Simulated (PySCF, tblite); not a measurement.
**1,1,2-trifluorobuta-1,3-diene (C4H3F3): dynamics, then NMR shifts and electronic excitations on frames**

Aim: move 1,1,2-trifluorobuta-1,3-diene (C4H3F3) (`C=CC(F)=C(F)F`) away from its starting geometry and see how NMR shifts and electronic excitations follow the geometry.

Programs: tblite 0.8.0 and PySCF 2.14.0, with density-fitted response routines of our own. Each step states its level of theory. These are calculated values for one molecule in the gas phase, unless marked as measured. Atoms are numbered from 0 throughout.

## Step 1: The starting structure

10 atoms, charge 0, multiplicity 1; geometry from: GFN2-xTB.

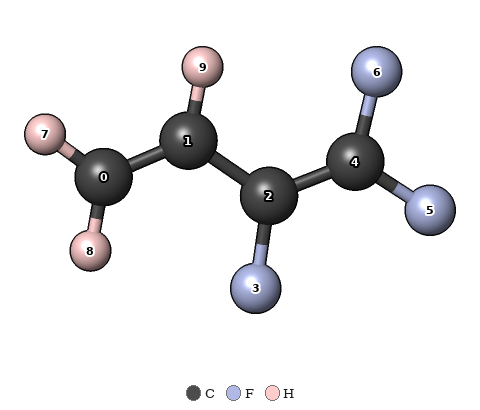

The starting geometry (carbon dark grey, fluorine light blue, hydrogen pink), atoms numbered.

## Step 2: Thermal motion with GFN2-xTB

What the job is given:

```
{"job": {"kind": "md", "xc": "GFN2-xTB", "basis": "xTB", "temperature": 600, "steps": 2000, "every": 50, "frames": 5}, "charge": 0, "multiplicity": 1}
C      1.781718     0.504597     0.523491
C      0.639698    -0.158989     0.665273
C     -0.551943     0.148009    -0.098284
F     -0.477430     1.157159    -0.987091
C     -1.716460    -0.496989     0.017040
F     -2.820617    -0.239469    -0.664629
F     -1.905740    -1.506495     0.858812
H      2.650637     0.254801     1.104684
H      1.876984     1.315936    -0.178429
H      0.532036    -0.973905     1.365368
```

Method: GFN2-xTB Langevin dynamics, gas phase.

Launch:

```bash
$ OMP_NUM_THREADS=1 python probes_run.py task.json out
```

One launch serves the whole session: the jobs run in the order shown.

Standard output:

```text
t/fs     T/K      E/eV
    0.0   508.5   -659.23053
   25.0   284.7   -658.78528
   50.0   515.9   -658.82149
   75.0   532.7   -658.73850
  100.0   484.9   -658.66980
  125.0   461.5   -658.71849
  150.0   245.6   -658.42940
  175.0   718.2   -658.73976
  200.0   702.3   -658.64985
  225.0   590.8   -658.66003
  250.0   462.9   -658.39860
  275.0   780.1   -658.76119
  300.0   664.8   -658.27673
  325.0   866.8   -658.42650
  350.0   918.5   -658.54021
  375.0   581.6   -658.14661
  400.0   873.5   -658.73987
  425.0   798.2   -658.45073
  450.0   870.2   -658.39253
  475.0   628.0   -658.02146
  500.0   742.3   -658.28269
  525.0   820.4   -658.30297
  550.0   853.9   -658.74250
  575.0   473.9   -658.15630
  600.0   825.3   -658.67558
  625.0   673.0   -658.38066
  650.0   428.4   -658.22358
  675.0   737.5   -658.92687
  700.0   514.6   -658.64166
  725.0   656.4   -658.69444
  750.0   694.7   -658.69886
  775.0   564.9   -658.40338
  800.0   599.3   -658.58179
  825.0   729.9   -658.69463
  850.0   522.7   -658.56295
  875.0   401.7   -658.68477
  900.0   475.3   -658.88992
  925.0   595.2   -658.79463
  950.0   710.0   -658.73509
  975.0   629.0   -658.71033
 1000.0   444.3   -658.78578
```

It took 25 s on 1 thread of AMD EPYC, shared host.

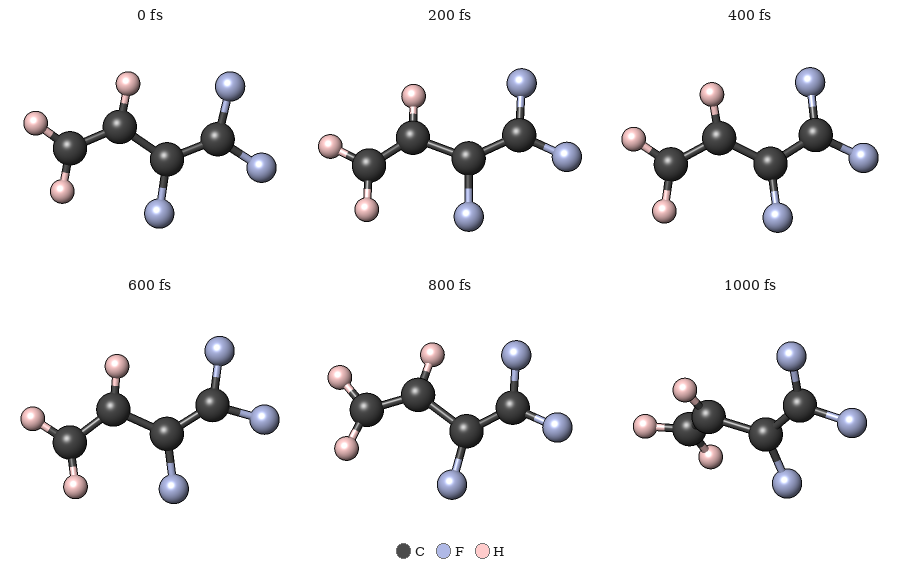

Frames of the run.

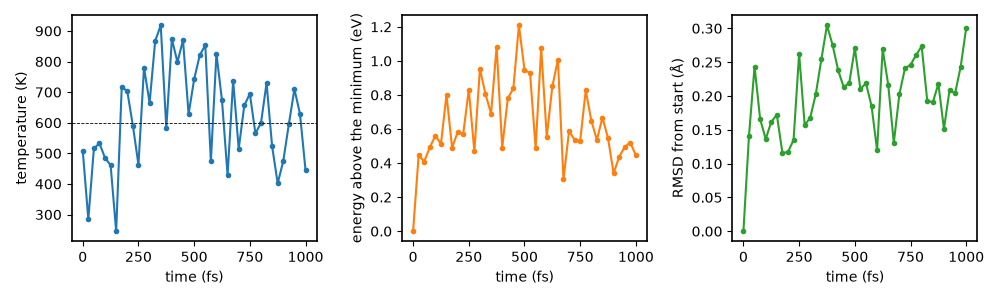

Temperature, potential energy and distance from the start.

Positions (Å) and forces (eV/Å) at 1000 fs:

```xyz
10

C     0.406   -0.360   -0.569    0.909    1.288   -1.006
C    -0.104   -0.007    0.596   -1.904    0.103   -0.680
C    -1.546    0.385    0.663   -0.369   -0.270    1.138
F    -2.143    1.043   -0.409    1.013   -0.859    1.186
C    -2.356    0.156    1.740   -0.258    0.503   -1.899
F    -3.667    0.486    1.692    0.843   -0.194    0.329
F    -2.069   -0.527    2.828    0.160    0.165   -0.068
H     1.490   -0.370   -0.647   -0.277   -0.756   -0.118
H    -0.128   -0.228   -1.508    0.064   -0.255    0.333
H     0.495   -0.153    1.460   -0.181    0.276    0.784
```

## Step 3: Shielding tensors: 250 fs, PBE0/pcSseg-1

What the job is given:

```
{"job": {"kind": "nmr", "xc": "PBE0", "basis": "pcSseg-1", "pop": false}, "charge": 0, "multiplicity": 1}
C      1.614400     0.601500    -0.047100
C      0.716200    -0.375400     0.227000
C     -0.647700    -0.130900    -0.096100
F     -1.067300     1.096000    -0.519500
C     -1.769100    -0.769400     0.127900
F     -3.003200    -0.283200    -0.177400
F     -1.906000    -1.955500     0.784500
H      2.554400     0.764100     0.327900
H      1.099800     1.244800    -0.743800
H      0.786300    -1.333900     0.806100
```

With the program's defaults for keys left out, this is: GIAO PBE0/pcSseg-1 NMR shielding, non-relativistic, gas phase.

Standard output:

```text
coarse grid: 9464 points
cycle   1  E = -452.9680853122  dE =  1.123e+00  |g| = 8.003e-01  |ddm| = 2.948e+00
cycle   2  E = -452.7157326107  dE =  2.524e-01  |g| = 1.398e+00  |ddm| = 1.438e+00
cycle   3  E = -453.0864174035  dE = -3.707e-01  |g| = 1.021e-01  |ddm| = 1.002e+00
cycle   4  E = -453.0872048758  dE = -7.875e-04  |g| = 8.951e-02  |ddm| = 1.646e-01
cycle   5  E = -453.0891452187  dE = -1.940e-03  |g| = 1.119e-02  |ddm| = 7.351e-02
cycle   6  E = -453.0891697578  dE = -2.454e-05  |g| = 3.463e-03  |ddm| = 9.706e-03
cycle   7  E = -453.0891726547  dE = -2.897e-06  |g| = 9.539e-04  |ddm| = 3.136e-03
final grid: 95760 points
cycle   8  E = -453.1505378908  dE = -3.678e-05  |g| = 7.079e-03  |ddm| = 2.558e-02
cycle   9  E = -453.1505304198  dE =  7.471e-06  |g| = 1.016e-02  |ddm| = 1.186e-02
cycle  10  E = -453.1505480768  dE = -1.766e-05  |g| = 9.822e-04  |ddm| = 6.877e-03
cycle  11  E = -453.1505482452  dE = -1.684e-07  |g| = 2.831e-04  |ddm| = 8.373e-04
cycle  12  E = -453.1505482579  dE = -1.273e-08  |g| = 1.561e-04  |ddm| = 3.270e-04
cycle  13  E = -453.1505482641  dE = -6.218e-09  |g| = 3.189e-05  |ddm| = 1.449e-04
cycle  14  E = -453.1505482644  dE = -2.166e-10  |g| = 9.885e-06  |ddm| = 2.792e-05
converged SCF energy = -453.1505482644

GIAO shielding tensors (ppm)
atom      isotropic    diamagn.    paramagn.     s11        s22        s33       span
  0 C       61.906     254.212    -192.306    -55.256     52.690    188.284    243.540
  1 C       54.872     255.854    -200.982    -59.816     62.950    161.482    221.299
  2 C       48.513     250.787    -202.274     11.077     44.641     89.822     78.745
  3 F      362.831     474.347    -111.517    291.377    384.598    412.517    121.140
  4 C       11.167     249.480    -238.313    -37.537     23.961     47.077     84.613
  5 F      251.507     471.149    -219.642    221.717    249.302    283.501     61.784
  6 F      270.235     474.096    -203.861    239.334    256.849    314.524     75.190
  7 H       25.887      30.835      -4.949     22.370     26.607     28.683      6.313
  8 H       25.175      30.655      -5.479     20.951     22.971     31.604     10.652
  9 H       24.526      29.294      -4.768     22.209     24.474     26.894      4.685
```

Wall time 25 s (1 thread of AMD EPYC, shared host); peak memory 0.65 GiB.

The references, computed at this level on geometries of the same kind, shield at (ppm): ¹H TMS 31.72, ¹³C TMS 186.9, ¹⁹F CFCl3 170.9. Their shielding less the atom's gives the shift. The references are single molecules in the gas phase, so shifts against H2O, NH3, PH3, H3PO4 or CFCl3 are not on the usual liquid scales and can be off by tens of ppm. Each atom is listed at this fixed geometry, with no averaging over motion; a spectrum would average atoms that exchange fast.

```
atoms                         environment  σ (ppm)  δ (ppm)
   C4     fully substituted alkene carbon     11.2    175.8
   C2     fully substituted alkene carbon     48.5    138.4
   C1                           alkene CH     54.9    132.1
   C0                terminal =CH2 carbon     61.9    125.0
   H9            hydrogen on an alkene CH    24.53     7.19
   H8  hydrogen on a terminal =CH2 carbon    25.18     6.54
   H7  hydrogen on a terminal =CH2 carbon    25.89     5.83
   F5                    vinylic fluorine    251.5    -80.6
   F6                    vinylic fluorine    270.2    -99.3
   F3                    vinylic fluorine    362.8   -191.9
```

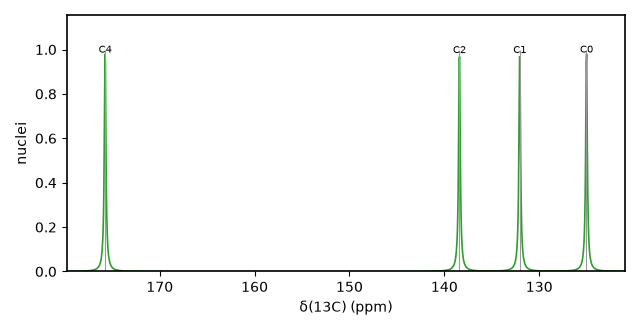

¹³C lines at the computed shifts, without couplings. Lines are broadened to a width of 0.20 ppm (Lorentzian).

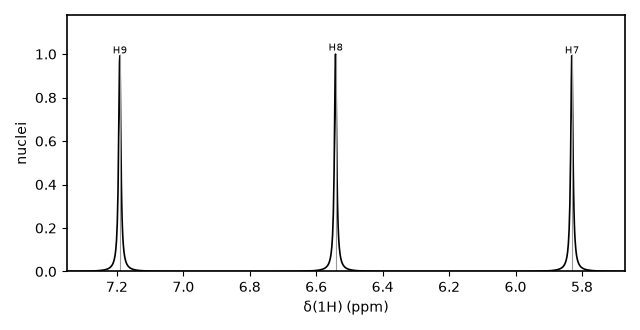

¹H lines at the computed shifts, without couplings. Lines are broadened to a width of 0.01 ppm (Lorentzian).

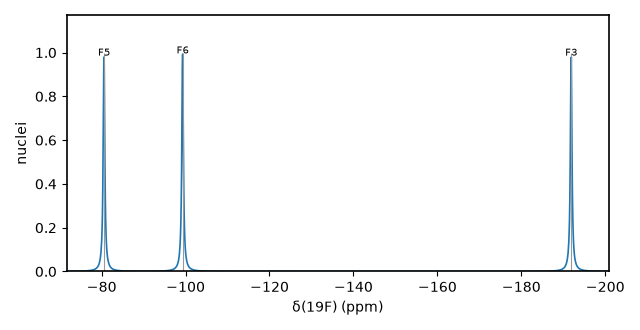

¹⁹F lines at the computed shifts, without couplings. Lines are broadened to a width of 0.45 ppm (Lorentzian).

## Step 4: Ultraviolet spectrum: 250 fs, PBE0/def2-SVPD

The job, as its differences from that of step 3:

```diff
@@ -1,2 +1,2 @@
-{"job": {"kind": "nmr", "xc": "PBE0", "basis": "pcSseg-1", "pop": false}, "charge": 0, "multiplicity": 1}
+{"job": {"kind": "uv", "xc": "PBE0", "basis": "def2-SVPD", "nstates": 5, "ntriplets": 0}, "charge": 0, "multiplicity": 1}
 C      1.614400     0.601500    -0.047100
```

With the program's defaults for keys left out, this is: TDDFT PBE0/def2-SVPD, vertical, gas phase, core orbitals frozen in the response.

Standard output:

```text
coarse grid: 9464 points
cycle   1  E = -452.7031846245  dE =  1.072e+00  |g| = 7.446e-01  |ddm| = 5.426e+00
cycle   2  E = -452.4711492917  dE =  2.320e-01  |g| = 1.298e+00  |ddm| = 2.552e+00
cycle   3  E = -452.8122207694  dE = -3.411e-01  |g| = 9.656e-02  |ddm| = 1.800e+00
cycle   4  E = -452.8130485692  dE = -8.278e-04  |g| = 8.361e-02  |ddm| = 2.837e-01
cycle   5  E = -452.8147859989  dE = -1.737e-03  |g| = 9.729e-03  |ddm| = 1.166e-01
cycle   6  E = -452.8148038945  dE = -1.790e-05  |g| = 3.174e-03  |ddm| = 1.869e-02
cycle   7  E = -452.8148064997  dE = -2.605e-06  |g| = 7.620e-04  |ddm| = 6.316e-03
final grid: 95760 points
cycle   8  E = -452.8770661197  dE = -2.882e-05  |g| = 7.399e-03  |ddm| = 1.094e-01
cycle   9  E = -452.8770562019  dE =  9.918e-06  |g| = 1.082e-02  |ddm| = 2.586e-02
cycle  10  E = -452.8770772320  dE = -2.103e-05  |g| = 9.584e-04  |ddm| = 1.328e-02
cycle  11  E = -452.8770774145  dE = -1.825e-07  |g| = 2.711e-04  |ddm| = 1.627e-03
cycle  12  E = -452.8770774286  dE = -1.412e-08  |g| = 1.392e-04  |ddm| = 6.504e-04
cycle  13  E = -452.8770774336  dE = -5.034e-09  |g| = 2.810e-05  |ddm| = 2.440e-04
cycle  14  E = -452.8770774338  dE = -1.576e-10  |g| = 1.105e-05  |ddm| = 5.221e-05
converged SCF energy = -452.8770774338

Static polarisability (au): isotropic 56.460, principal 34.175 47.268 87.937

Singlet excitations
state   eV       nm        f      main configurations
  1   5.4310    228.3   0.49295   H->L 0.94
  2   6.1647    201.1   0.01515   H->L+1 0.87
  3   6.6847    185.5   0.00255   H->L+2 0.81, H->L+1 0.10
  4   7.0021    177.1   0.05165   H-1->L 0.75, H->L+4 0.10
  5   7.4314    166.8   0.02996   H->L+3 0.86
```

It took 39 s on 1 thread of AMD EPYC, shared host; peak memory 0.72 GiB.

Frontier orbitals and where they lie:

```
orbital      eV                      atoms
 HOMO−3  -11.60    F3 56 %, C0 8 %, C1 8 %
 HOMO−2  -11.15  C1 27 %, C0 26 %, H8 15 %
 HOMO−1   -9.58  C1 30 %, C2 19 %, C0 18 %
   HOMO   -7.16  C0 22 %, C4 21 %, C2 18 %
   LUMO   -1.59  C0 30 %, C1 21 %, C4 18 %
 LUMO+1    0.39  C4 24 %, C2 18 %, C1 13 %
 LUMO+2    0.88  C4 23 %, F6 21 %, F3 11 %
```

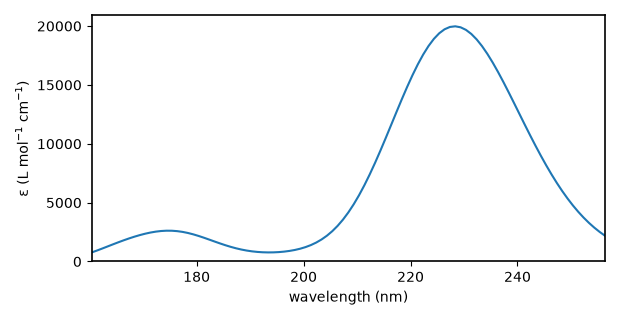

Absorption spectrum: each of the 5 states is a Gaussian band of 0.4 eV half-width at 1/e. Beyond the last state computed it falls off for lack of states.

Further results of this job:

```
           property  computed
  dipole moment (D)      2.23
polarisability (Å³)      8.37
 HOMO–LUMO gap (eV)      5.57
      −ε(HOMO) (eV)      7.16
```

## Step 5: Nuclear shieldings: 425 fs, PBE0/pcSseg-1

What the job is given:

```
{"job": {"kind": "nmr", "xc": "PBE0", "basis": "pcSseg-1", "pop": false}, "charge": 0, "multiplicity": 1}
C      1.621000     0.227300    -0.073800
C      0.609500    -0.477200     0.424000
C     -0.837300    -0.225100    -0.007500
F     -1.193600     1.004200    -0.658800
C     -1.732100    -1.151800    -0.078400
F     -2.932400    -0.841400    -0.586700
F     -1.684400    -2.328200     0.575200
H      2.540600     0.101100     0.487800
H      1.585700     1.084300    -0.647200
H      0.889800    -1.159500     1.186000
```

Level: GIAO PBE0/pcSseg-1 NMR shielding, non-relativistic, gas phase.

Standard output:

```text
coarse grid: 9464 points
cycle   1  E = -452.9776967735  dE =  1.010e+00  |g| = 7.847e-01  |ddm| = 2.894e+00
cycle   2  E = -452.7741554674  dE =  2.035e-01  |g| = 1.327e+00  |ddm| = 1.415e+00
cycle   3  E = -453.0899280850  dE = -3.158e-01  |g| = 1.016e-01  |ddm| = 9.785e-01
cycle   4  E = -453.0911180929  dE = -1.190e-03  |g| = 6.981e-02  |ddm| = 1.233e-01
cycle   5  E = -453.0920490648  dE = -9.310e-04  |g| = 1.185e-02  |ddm| = 5.384e-02
cycle   6  E = -453.0920726102  dE = -2.355e-05  |g| = 4.810e-03  |ddm| = 1.002e-02
cycle   7  E = -453.0920781297  dE = -5.519e-06  |g| = 8.893e-04  |ddm| = 4.304e-03
final grid: 95760 points
cycle   8  E = -453.1541753565  dE = -3.634e-05  |g| = 7.494e-03  |ddm| = 2.225e-02
cycle   9  E = -453.1541649259  dE =  1.043e-05  |g| = 1.130e-02  |ddm| = 1.355e-02
cycle  10  E = -453.1541866472  dE = -2.172e-05  |g| = 1.061e-03  |ddm| = 7.867e-03
cycle  11  E = -453.1541868542  dE = -2.071e-07  |g| = 3.177e-04  |ddm| = 8.853e-04
cycle  12  E = -453.1541868727  dE = -1.845e-08  |g| = 1.445e-04  |ddm| = 3.325e-04
cycle  13  E = -453.1541868778  dE = -5.075e-09  |g| = 3.029e-05  |ddm| = 1.282e-04
cycle  14  E = -453.1541868780  dE = -2.068e-10  |g| = 7.557e-06  |ddm| = 2.543e-05
converged SCF energy = -453.1541868780

GIAO shielding tensors (ppm)
atom      isotropic    diamagn.    paramagn.     s11        s22        s33       span
  0 C       57.199     252.659    -195.460    -60.256     52.660    179.194    239.450
  1 C       48.629     256.540    -207.910    -78.390     74.990    149.288    227.678
  2 C       36.812     248.509    -211.697     -3.481     41.311     72.606     76.087
  3 F      330.817     473.962    -143.145    301.898    326.500    364.052     62.154
  4 C       16.554     252.158    -235.604    -45.591     43.046     52.206     97.797
  5 F      264.538     469.720    -205.182    248.552    253.621    291.442     42.890
  6 F      287.801     472.717    -184.916    250.671    289.992    322.741     72.070
  7 H       26.031      28.980      -2.949     22.980     24.959     30.156      7.176
  8 H       26.276      32.076      -5.800     22.400     26.021     30.406      8.006
  9 H       24.733      31.413      -6.681     22.305     23.146     28.747      6.443
```

Wall time 34 s (1 thread of AMD EPYC, shared host); peak memory 0.64 GiB.

This run: δ C4 170.4, C2 150.1, C1 138.3, C0 129.7, H9 6.98, H7 5.69 ppm.

## Step 6: Excited states and response: 425 fs, PBE0/def2-SVPD

The job, as its differences from that of step 5:

```diff
@@ -1,2 +1,2 @@
-{"job": {"kind": "nmr", "xc": "PBE0", "basis": "pcSseg-1", "pop": false}, "charge": 0, "multiplicity": 1}
+{"job": {"kind": "uv", "xc": "PBE0", "basis": "def2-SVPD", "nstates": 5, "ntriplets": 0}, "charge": 0, "multiplicity": 1}
 C      1.621000     0.227300    -0.073800
```

With the program's defaults for keys left out, this is: TDDFT PBE0/def2-SVPD, vertical, gas phase, core orbitals frozen in the response.

Standard output:

```text
coarse grid: 9464 points
cycle   1  E = -452.7115771620  dE =  9.597e-01  |g| = 7.280e-01  |ddm| = 4.665e+00
cycle   2  E = -452.5295330636  dE =  1.820e-01  |g| = 1.220e+00  |ddm| = 2.306e+00
cycle   3  E = -452.8143880557  dE = -2.849e-01  |g| = 9.906e-02  |ddm| = 1.544e+00
cycle   4  E = -452.8156293911  dE = -1.241e-03  |g| = 6.476e-02  |ddm| = 2.130e-01
cycle   5  E = -452.8164806500  dE = -8.513e-04  |g| = 1.102e-02  |ddm| = 8.153e-02
cycle   6  E = -452.8165006612  dE = -2.001e-05  |g| = 4.490e-03  |ddm| = 1.738e-02
cycle   7  E = -452.8165056637  dE = -5.003e-06  |g| = 7.774e-04  |ddm| = 7.823e-03
final grid: 95760 points
cycle   8  E = -452.8796732524  dE = -2.795e-05  |g| = 7.879e-03  |ddm| = 7.588e-02
cycle   9  E = -452.8796598267  dE =  1.343e-05  |g| = 1.202e-02  |ddm| = 2.340e-02
cycle  10  E = -452.8796857550  dE = -2.593e-05  |g| = 1.039e-03  |ddm| = 1.251e-02
cycle  11  E = -452.8796859734  dE = -2.184e-07  |g| = 2.842e-04  |ddm| = 1.624e-03
cycle  12  E = -452.8796859895  dE = -1.615e-08  |g| = 1.277e-04  |ddm| = 5.935e-04
cycle  13  E = -452.8796859936  dE = -4.072e-09  |g| = 2.719e-05  |ddm| = 2.381e-04
cycle  14  E = -452.8796859938  dE = -1.647e-10  |g| = 8.171e-06  |ddm| = 4.975e-05
converged SCF energy = -452.8796859938

Static polarisability (au): isotropic 54.107, principal 35.500 48.243 78.579

Singlet excitations
state   eV       nm        f      main configurations
  1   5.7388    216.0   0.26194   H->L 0.77, H->L+1 0.17
  2   6.3868    194.1   0.17606   H->L+1 0.73, H->L 0.18
  3   6.7582    183.5   0.00530   H->L+2 0.83, H-1->L 0.15
  4   7.2513    171.0   0.07391   H-1->L 0.62, H->L+3 0.12, H->L+2 0.12
  5   7.6275    162.5   0.04450   H->L+3 0.53, H-1->L+1 0.13, H-2->L 0.13
```

Wall time 54 s (1 thread of AMD EPYC, shared host); peak memory 0.72 GiB.

Key values: HOMO -7.56 eV, LUMO -1.30 eV; lowest singlet 5.74 eV.

## Step 7: NMR shieldings: 625 fs, PBE0/pcSseg-1

What the job is given:

```
{"job": {"kind": "nmr", "xc": "PBE0", "basis": "pcSseg-1", "pop": false}, "charge": 0, "multiplicity": 1}
C      1.653300     0.085600     0.126700
C      0.606600    -0.658500     0.615300
C     -0.735200    -0.530800     0.216300
F     -0.939700     0.565200    -0.669300
C     -1.800000    -1.201400     0.655900
F     -2.984100    -0.919300     0.146500
F     -1.757400    -2.359800     1.398500
H      2.496900    -0.213700     0.743800
H      1.722600     0.383800    -0.893700
H      0.665200    -0.950900     1.667400
```

Level: GIAO PBE0/pcSseg-1 NMR shielding, non-relativistic, gas phase.

Standard output:

```text
coarse grid: 9464 points
cycle   1  E = -452.9576335122  dE =  1.029e+00  |g| = 8.185e-01  |ddm| = 2.928e+00
cycle   2  E = -452.6426218448  dE =  3.150e-01  |g| = 1.509e+00  |ddm| = 1.672e+00
cycle   3  E = -453.0851249111  dE = -4.425e-01  |g| = 1.331e-01  |ddm| = 1.207e+00
cycle   4  E = -453.0865589877  dE = -1.434e-03  |g| = 1.084e-01  |ddm| = 1.962e-01
cycle   5  E = -453.0892710711  dE = -2.712e-03  |g| = 1.599e-02  |ddm| = 8.816e-02
cycle   6  E = -453.0893155670  dE = -4.450e-05  |g| = 7.349e-03  |ddm| = 1.659e-02
cycle   7  E = -453.0893277377  dE = -1.217e-05  |g| = 1.313e-03  |ddm| = 6.318e-03
cycle   8  E = -453.0893280798  dE = -3.421e-07  |g| = 5.848e-04  |ddm| = 1.698e-03
final grid: 95760 points
cycle   9  E = -453.1506172392  dE = -3.377e-05  |g| = 8.389e-03  |ddm| = 2.233e-02
cycle  10  E = -453.1506019673  dE =  1.527e-05  |g| = 1.294e-02  |ddm| = 1.626e-02
cycle  11  E = -453.1506317683  dE = -2.980e-05  |g| = 1.234e-03  |ddm| = 9.416e-03
cycle  12  E = -453.1506320606  dE = -2.923e-07  |g| = 4.077e-04  |ddm| = 1.109e-03
cycle  13  E = -453.1506320953  dE = -3.474e-08  |g| = 1.813e-04  |ddm| = 4.482e-04
cycle  14  E = -453.1506321033  dE = -8.024e-09  |g| = 4.439e-05  |ddm| = 1.693e-04
cycle  15  E = -453.1506321038  dE = -4.158e-10  |g| = 1.428e-05  |ddm| = 4.117e-05
converged SCF energy = -453.1506321038

GIAO shielding tensors (ppm)
atom      isotropic    diamagn.    paramagn.     s11        s22        s33       span
  0 C       50.380     250.863    -200.482    -78.622     50.718    179.044    257.665
  1 C       41.591     259.331    -217.739    -88.931     57.435    156.270    245.202
  2 C       35.220     250.523    -215.303      6.975     20.895     77.789     70.814
  3 F      303.919     477.033    -173.114    271.362    297.459    342.935     71.573
  4 C       13.010     252.099    -239.090    -39.123     26.678     51.473     90.596
  5 F      266.494     470.169    -203.674    252.241    266.187    281.055     28.815
  6 F      272.161     473.095    -200.934    228.383    275.697    312.403     84.021
  7 H       25.280      28.079      -2.799     21.144     23.835     30.862      9.718
  8 H       24.964      30.370      -5.406     20.094     25.230     29.569      9.475
  9 H       24.472      31.036      -6.564     22.234     22.587     28.597      6.363
```

Run time: 27 s. Hardware: 1 thread of AMD EPYC, shared host; peak memory 0.64 GiB.

Key values: δ C4 173.9, C2 151.7, C1 145.3, C0 136.5, H9 7.24, H8 6.75 ppm.

(Part 1 of 2 ends here.)
